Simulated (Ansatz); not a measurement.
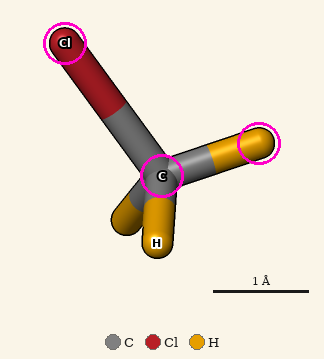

CH3Cl: the H5–C1–Cl2 angle is varied, with the rest of the molecule carried along rigidly. The picture shows the minimum geometry. The ringed atoms are those of the scanned coordinate. Style: stick. Shown onto the plane of the angle.

Levels of theory: r2SCAN-D4, B3LYP-D4 (def2-TZVPP, Ansatz), on geometries moved rigidly from the minimum at PBE0-D4/def2-TZVP. Energies are counted from the PBE0-D4/def2-TZVP minimum geometry at the same level.

The input:
```yaml
crystal:
  periodic: [false, false, false]
  atoms:
    - {symbol: C, position_ang: [-0.120937, 0.010045, 0.051280]}
    - {symbol: Cl, position_ang: [1.469397, -0.290787, -0.672482]}
    - {symbol: H, position_ang: [-0.284765, -0.715423, 0.844691]}
    - {symbol: H, position_ang: [-0.879955, -0.097127, -0.720116]}
    - {symbol: H, position_ang: [-0.133840, 1.019691, 0.455127]}
basis:
  gaussian: {orbitals: def2-TZVPP}
hamiltonian: {xc: r2scan, dispersion: d4}
```

> Predict the energy profile (the angle: 90.6, 95.1, 99.6, 104.1, 108.6, 113.1, 117.6, 122.1, 126.6°).

Energies in kJ/mol.

| angle (°) | r2SCAN-D4 | B3LYP-D4 |
| --- | --- | --- |
| 90.6 | 29.8 | 30.6 |
| 95.1 | 16.7 | 17.2 |
| 99.6 | 7.4 | 7.7 |
| 104.1 | 1.9 | 2.0 |
| 108.6 | 0.0 | 0.0 |
| 113.1 | 1.7 | 1.6 |
| 117.6 | 6.9 | 6.6 |
| 122.1 | 15.5 | 15.0 |
| 126.6 | 27.5 | 26.8 |

With r2SCAN-D4: the lowest computed point lies at the angle 108.6° (0.0 kJ/mol). The curvature at the lowest point is about 6 eV/rad². At 90.6° the levels give r2SCAN-D4 29.8 kJ/mol, B3LYP-D4 30.6 kJ/mol.

As a plot:

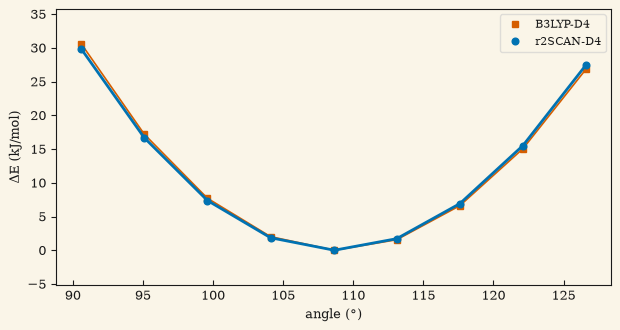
